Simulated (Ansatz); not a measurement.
# Debugging a many-body input for BaTiO3 (Pm-3m)

A first try at the G0W0 gap of BaTiO3 (Pm-3m), what the program said, and an input that works.

Main program and level: Ansatz 0.2.0; G0W0 on LDA, plane waves, PAW.

### Step 1. Starting point

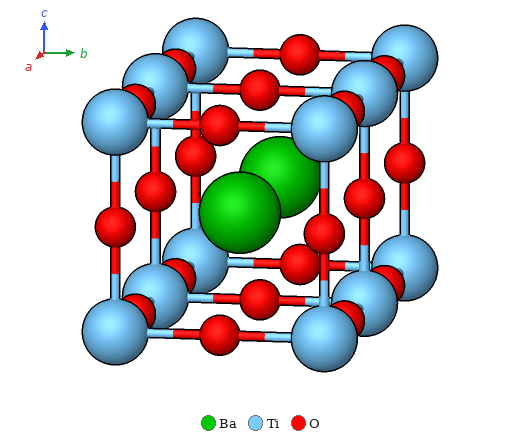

Start, viewed slightly off an axis; barium green, titanium blue, oxygen red. 2×1×1 cells are drawn. Some periodic images of atoms are drawn too.

The cell and positions come from the Crystallography Open Database and are kept as given unless a step says otherwise. Spin-orbit coupling is left out unless a step names it. The default PAW set here is soft_2. Its files were made with PBE.

### Step 2. First try

The input, input.yaml:

```yaml
crystal:
  lattice:
    - [4.006, 0.0, 0.0]
    - [0.0, 4.006, 0.0]
    - [0.0, 0.0, 4.006]
  atoms:
    - { symbol: Ba, position: [0.5, 0.5, 0.5] }
    - { symbol: Ti, position: [0.0, 0.0, 0.0] }
    - { symbol: O, position: [0.5, 0.0, 0.0] }
    - { symbol: O, position: [0.0, 0.5, 0.0] }
    - { symbol: O, position: [0.0, 0.0, 0.5] }
kpoints:
  mp_grid: { grid: [4, 4, 4] }
hamiltonian:
  xc: lda
scf:
  occupations: { method: fixed }
gw:
  n_empty_bands: 4
  ecut_chi: 40
  qp_bands: [v2, c2]
  qp_kpoints: band_edges
  screening: { model: contour_deformation }
```

On the command line:

```sh
ansatz run input.yaml --threads 3 --pin off --max-ram 92160MiB --backend cuda --events-out ev --progress --plain --runs-dir out --devices 1 --max-vram 13GiB
```

Numbers of over 12 decimals in the logs are rounded to 6 here.

Log:

```text
GPUs: using 1 of 1 available (devices: 1).
Engine: ansatz 0.2.0, x86_64-unknown-linux-gnu
Pseudopotentials: kind: paw
Pseudopotential: Ba, paw, valence charge 10, recommended cutoff 420 eV (normal), Ba.paw.azcp
Pseudopotential: Ti, paw, valence charge 12, recommended cutoff 420 eV (normal), Ti.paw.azcp
Pseudopotential: O, paw, valence charge 6, recommended cutoff 420 eV (normal), O.paw.azcp
Functional definition: SPW92
  exchange = slater_x
  correlation = pw_c
device memory: the entry about to start is reckoned to put 0.6 GiB on a device that reports 62.2 GiB free (of which the cap on the GPU budget leaves the run 13.0 GiB)
GPU FFT provider: cuFFT
GPU libraries: cuBLAS 13.8.2, cuFFT 12.4.0, cuSOLVER 12.3.4
Crystal: 5 atoms, lattice volume = 64.288 Å³
Basis set: ecut = 420 eV, 1237 PW (Γ)
Bands: 25, of which v1, the nominal top of the filled ones, is band 20 counted from 1 (19 counted from 0)
Symmetry: 48 space group operations
Space group: Pm-3m (ITA 221), of the structure as read, at distance tolerance 4.0e-5 Å
k-points: 10 of 64
Non-local potential: Ba, projectors of the file, l = 0: 3, l = 1: 2, l = 2: 2, l = 3: 2
Non-local potential: Ti, projectors of the file, l = 0: 3, l = 1: 2, l = 2: 3, l = 3: 1
Non-local potential: O, projectors of the file, l = 0: 2, l = 1: 2, l = 2: 1
PAW form: soft (Blöchl's): semilocal exchange-correlation on the pseudo side does not see the compensation charge
PAW frozen core: Ba, regenerated for the run's functional, and the local potential with it (the file was generated under x = pbe(κ = 0.804, μ = 0.219515), c = pbe(β = 0.066725))
PAW frozen core: Ti, regenerated for the run's functional, and the local potential with it (the file was generated under x = pbe(κ = 0.804, μ = 0.219515), c = pbe(β = 0.066725))
PAW frozen core: O, regenerated for the run's functional, and the local potential with it (the file was generated under x = pbe(κ = 0.804, μ = 0.219515), c = pbe(β = 0.066725))
PAW one-centre angular grid: Ba, 194 points (default); XC on 64 Gauss nodes
PAW one-centre angular grid: Ti, 590 points (default); XC on 64 Gauss nodes
PAW one-centre angular grid: O, 110 points (default); XC on 64 Gauss nodes
Initial density: superposition of atomic densities (neutral atoms: chi_scale 0, normalization atom), corrected by the library's trained network
Initial wavefunctions: pseudopotential atomic-orbital guess
GPU buffer pool allocated for 19683 grid points (all kernels)
GPU transforms: local potential and band sums: pruned to the plane-wave sphere, on 27×27×27
Functional: x = slater, c = lda
SCF iter   1: F=—  HF=-9904.418014 eV  |F-HF|=—  |Δ(HF+E_count)|=         —  Δρ=1.83e-2  dr2=2.09e-1  ethr=1.77e-3  ⟨swp⟩=4.3  Hψ=1065  notcnv=0  defer=12
preconditioner: auto → Resta (q_TF=auto, 2.521 Å⁻¹)  ε∞=6.1  [insulator: Δε(μ)=1.463 eV  Ē_g=11.641 eV  n_scr=18 (ndim 8)  ℏωp=26.2 eV  f_vac=0.000  ε∞_Penn≈6.1]
SCF iter   2: F=—  HF=-9904.386764 eV  |F-HF|=—  |Δ(HF+E_count)|=   3.12e-2  Δρ=1.05e-2  dr2=6.07e-2  ethr=5.22e-4  ⟨swp⟩=2.2  Hψ=456  notcnv=0  defer=21
SCF iter   3: F=—  HF=-9904.375805 eV  |F-HF|=—  |Δ(HF+E_count)|=   1.10e-2  Δρ=2.81e-3  dr2=3.54e-3  ethr=1.52e-4  ⟨swp⟩=2.4  Hψ=371  notcnv=0  defer=23
SCF iter   4: F=—  HF=-9904.374938 eV  |F-HF|=—  |Δ(HF+E_count)|=   8.66e-4  Δρ=7.81e-4  dr2=2.69e-4  ethr=8.85e-6  ⟨swp⟩=2.4  Hψ=467  notcnv=0  defer=25
SCF iter   5: F=—  HF=-9904.374896 eV  |F-HF|=—  |Δ(HF+E_count)|=   4.20e-5  Δρ=1.50e-4  dr2=1.45e-5  ethr=6.71e-7  ⟨swp⟩=2.1  Hψ=412  notcnv=0  defer=20
SCF iter   6: F=—  HF=-9904.374896 eV  |F-HF|=—  |Δ(HF+E_count)|=   4.79e-7  Δρ=6.63e-5  dr2=3.05e-6  ethr=3.62e-8  ⟨swp⟩=2.2  Hψ=378  notcnv=0  defer=10
SCF iter   7: F=—  HF=-9904.374895 eV  |F-HF|=—  |Δ(HF+E_count)|=   4.79e-7  Δρ=1.80e-5  dr2=1.98e-7  ethr=7.63e-9  ⟨swp⟩=1.9  Hψ=254  notcnv=0  defer=10
[...]
eigenvalues of the whole cell's RPA ε∞ on this k-mesh (on a slab, of 1 + 4πα/V) = 5.2889, 5.2889, 5.2889; static W/v taken at q = 0 is 0.189076
  bands read: the sum over 24 bands ends inside a degenerate multiplet in 3 slots, whose members it reads at an even weight; the widest, k=9: bands 24 to 26 (counted from 1) at 1/3 each
  gw.qp_kpoints: band_edges: 9 of 10 stored k-points solved, in 1 pass; an edge of the gap read off the rows below is read off those points alone
    valence top: of the k-points left out ik 6 came nearest to being solved in a further pass, in band 19 (counted from 1, as in the quasiparticle table): it holds the edge there only if its correction is more favourable than any solved in that band by at least 0.511 eV; those differ by 0.204 eV
    conduction bottom: of the k-points left out ik 6 came nearest to being solved in a further pass, in band 21 (counted from 1, as in the quasiparticle table): it holds the edge there only if its correction is more favourable than any solved in that band by at least 1.098 eV; those differ by 0.342 eV
  `?` marks the rows in doubt; gw_qp.tsv's column doubts and the gw_qp event give each row's grounds
    ik  band        ε_KS         Σx   Σc(E_QP)       V_xc       Z   E_QP_lin       E_QP  E_QP is
     0    19      9.7838   -25.9645     4.4329   -21.4124  0.6652     9.6640     9.6646  root
     0    20      9.7838   -25.9645     4.4329   -21.4124  0.6652     9.6640     9.6646  root
     0    21     11.5904   -12.5945    -5.5288   -20.5915  0.6841    14.2456    14.0587  root ?
     0    22     11.5904   -12.5945    -5.5288   -20.5915  0.6841    14.2456    14.0587  root ?
     1    19      9.4496   -25.6233     4.4246   -21.1177  0.6575     9.3683     9.3686  root
     1    20      9.4496   -25.6233     4.4246   -21.1177  0.6575     9.3683     9.3686  root
     1    21     11.6545   -12.7212    -5.6352   -20.8320  0.6807    14.3253    14.1301  root ?
     1    22     12.5688   -14.1721    -5.6197   -22.0623  0.6571    15.0407    14.8394  root ?
     2    19      9.2093   -25.6876     4.6214   -20.9501  0.6517     9.0926     9.0932  root
     2    20      9.2093   -25.6876     4.6214   -20.9501  0.6517     9.0926     9.0932  root
     2    21     11.7211   -12.8611    -5.7508   -21.0940  0.6769    14.4078    14.2032  root ?
     2    22     13.3598   -14.8066    -6.3194   -23.3079  0.6276    15.7951    15.5417  root ?
     3    19      8.9587   -24.9841     4.2494   -20.7594  0.6494     8.9835     8.9835  root
     3    20      9.4383   -25.3824     4.5900   -20.6648  0.6437     9.3100     9.3108  root
     3    21     12.5232   -13.9769    -5.7053   -21.9891  0.6587    15.0384    14.8301  root ?
     3    22     12.6637   -14.3258    -5.7589   -22.3464  0.6518    15.1342    14.9254  root ?
     4    19      8.8054   -24.8076     4.7040   -19.9987  0.6253     8.7000     8.7005  root
     4    20      9.4110   -25.1126     4.6710   -20.3098  0.6372     9.2784     9.2793  root
     4    21     12.6218   -14.1612    -5.8321   -22.2883  0.6532    15.1314    14.9170  root ?
     4    22     13.3688   -14.7710    -6.3839   -23.3420  0.6267    15.8121    15.5560  root ?
     5    19      9.0546   -25.1240     4.6684   -20.2760  0.6354     8.8734     8.8750  root
     5    20      9.8398   -25.6295     4.7170   -20.7508  0.6456     9.6769     9.6781  root
     5    21     13.3793   -14.7582    -6.4312   -23.3812  0.6261    15.8283    15.5709  root ?
     5    22     13.3793   -14.7582    -6.4312   -23.3812  0.6261    15.8283    15.5709  root ?
     7    19      9.3126   -25.0221     4.7449   -20.1333  0.6345     9.1676     9.1686  root
     7    20      9.3936   -24.9430     4.6988   -20.1232  0.6348     9.2719     9.2726  root
     7    21     13.1339   -14.3844    -6.1890   -22.8101  0.6381    15.6142    15.3706  root ?
     7    22     13.5734   -14.2276    -6.6628   -23.1006  0.6234    16.0597    15.7836  root ?
     8    19      9.3798   -25.1408     4.7360   -20.2550  0.6366     9.2288     9.2299  root
     8    20      9.8643   -25.6911     4.7144   -20.8198  0.6462     9.7063     9.7074  root
     8    21     13.6844   -14.7075    -6.7017   -23.5736  0.6164    16.1235    15.8489  root ?
     8    22     13.6844   -14.7075    -6.7017   -23.5736  0.6164    16.1235    15.8489  root ?
     9    19      9.8885   -25.7560     4.7123   -20.8926  0.6468     9.7364     9.7374  root
     9    20      9.8885   -25.7560     4.7123   -20.8926  0.6468     9.7364     9.7374  root
     9    21     14.0448   -14.7009    -7.1407   -23.9814  0.5990    16.4656    16.1846  root ?
     9    22     14.0448   -14.7009    -7.1407   -23.9814  0.5990    16.4656    16.1846  root ?
[key lines of the parts left out:]
SCF converged after 8 iterations
Free energy (F): -9904.374895 eV
Fermi energy:    9.888463 eV
```

Run time: 7.2 s. Hardware: 1 × NVIDIA H100 80GB HBM3 (shared by 6 runs) with 3 threads of AMD EPYC 7R13 (Zen 3), shared host; peak memory 0.99 GiB; 5.5 s of CPU time.

The column dr2 measures how far the density is from self-consistency, as an energy; F and HF (Harris–Foulkes) agree once it is small.

**What went wrong?**

The run ended normally, though the input holds a fault or crude settings.

The fault: four empty bands in G0W0. The sums over empty states are cut off almost at the gap, so screening and correlation are far from complete.

It printed a gap of 4.32 eV, which is an artefact of the settings.

### Step 3. A better input

Now the one-shot GW correction: screening in the RPA, then the self-energy of the levels asked for.

input.yaml, as its differences from that of step 2:

```diff
@@ -18,4 +18,4 @@
 gw:
-  n_empty_bands: 4
-  ecut_chi: 40
+  n_empty_bands: 236
+  ecut_chi: 138
   qp_bands: [v2, c2]
```

Log:

```text
GPUs: using 1 of 1 available (devices: 1).
[...]
GPU FFT provider: cuFFT
GPU libraries: cuBLAS 13.8.2, cuFFT 12.4.0, cuSOLVER 12.3.4
Crystal: 5 atoms, lattice volume = 64.288 Å³
Basis set: ecut = 420 eV, 1237 PW (Γ)
Bands: 25, of which v1, the nominal top of the filled ones, is band 20 counted from 1 (19 counted from 0)
Symmetry: 48 space group operations
[...]
k-points: 10 of 64
[...]
GPU buffer pool allocated for 19683 grid points (all kernels)
[...]
SCF iter   1: F=—  HF=-9904.418014 eV  |F-HF|=—  |Δ(HF+E_count)|=         —  Δρ=1.83e-2  dr2=2.09e-1  ethr=1.77e-3  ⟨swp⟩=4.3  Hψ=1065  notcnv=0  defer=12
[...]
SCF iter   8: F=-9904.374895 eV  HF=-9904.374895 eV  |F-HF|=6.91e-11  |Δ(HF+E_count)|=   3.26e-8  Δρ=1.08e-6  dr2=8.08e-10  ethr=2.50e-10  ⟨swp⟩=7.8  Hψ=1005  notcnv=0
SCF 1 converged in 8 iterations: F = -9904.374895 eV  dr2 = 8.08e-10
[...]
0    19      9.7838   -25.9645     4.3825   -21.4124  0.7164     9.6136     9.6143  root
     0    20      9.7838   -25.9645     4.3825   -21.4124  0.7164     9.6136     9.6143  root
     0    21     11.5904   -12.5945    -6.6475   -20.5915  0.7269    12.9915    12.9399  root
     0    22     11.5904   -12.5945    -6.6475   -20.5915  0.7269    12.9915    12.9399  root
     1    19      9.4496   -25.6233     4.3351   -21.1177  0.7137     9.2784     9.2791  root
     1    20      9.4496   -25.6233     4.3351   -21.1177  0.7137     9.2784     9.2791  root
     1    21     11.6545   -12.7212    -6.7441   -20.8320  0.7243    13.0756    13.0211  root
     1    22     12.5688   -14.1721    -6.5879   -22.0623  0.7032    13.9276    13.8712  root
[...]
9    19      9.8885   -25.7560     4.6998   -20.8926  0.7053     9.7243     9.7249  root
     9    20      9.8885   -25.7560     4.6998   -20.8926  0.7053     9.7243     9.7249  root
     9    21     14.0448   -14.7009    -7.9948   -23.9814  0.6530    15.4146    15.3305  root
     9    22     14.0448   -14.7009    -7.9948   -23.9814  0.6530    15.4146    15.3305  root
[key lines of the parts left out:]
SCF converged after 8 iterations
Free energy (F): -9904.374895 eV
Fermi energy:    9.888463 eV
```

Elapsed: 24 s, on 1 × NVIDIA H100 80GB HBM3 (shared by 6 runs) with 3 threads; peak memory 1.2 GiB; 32 s of CPU time.

Numbers from this step:

```
bands summed                                 : 256
RPA ε∞ on this mesh (eigenvalues)            : 7.272, 7.272, 7.272
plane waves in the screening matrix          : 251
q-points in the mesh                         : 64
G0W0 gap on the mesh                         : 3.215 eV
k of the valence top                         : -0.5, -0.5, -0.5
k of the conduction bottom                   : 0, 0, 0
starting gap on the mesh                     : 1.702 eV
Z at the valence top                         : 0.7053
Z at the conduction bottom                   : 0.7269
least direct G0W0 gap on the computed points : 3.326 eV
```

The gap on the mesh goes from 1.70 eV to 3.21 eV, a correction of +1.51 eV. Between the two edge states, bare exchange in place of the xc potential would open the gap by 12.86 eV, and correlation takes back 11.35 eV.

### Step 4. What came out

| Quantity | Value |
| --- | --- |
| first try | converged after 7.2 s |
| better run | G0W0 gap on the mesh 3.21 eV (4×4×4 mesh, 236 empty bands, screening to 138 eV) |

In words: The second run differs in: empty bands and screening cutoff (eV). Bands and cutoff are finite, so the gap is not at the basis limit. The miss can reach some tenths of an eV and take either sign; the mesh is an error of its own. The 4×4×4 mesh is coarse for this cell (its supercell is 16 Å along the shortest edge). The RPA ε∞ on it, from the LDA start, is 7.27; such meshes misread the long-range screening, most where the gap is narrow. This is the ideal cubic cell; many perovskites, halides above all, are cubic only on average, and local tilts or off-centring can widen the gap. The many-body steps are scalar-relativistic: spin-orbit coupling is not in them.

[Paths, hosts, dates, memory and timing lines, banners, echoed tables and standing remarks are left out of the program output.]

[Logs are printed without paths, hosts, clocks, repeated set-up lines and the standing remarks that a program may print on its own settings, such as how far it seeks lower states.]

[Runs of the session that timed out or met a known fault of the program may be left out.]

[Cells called generated may have been cut or substituted from an entry of the Crystallography Open Database or the Materials Project.]

[Hosts, paths, dates, database ids (printed as entryN), source tags and the programs' standing remarks are cut or masked in the printed files.]
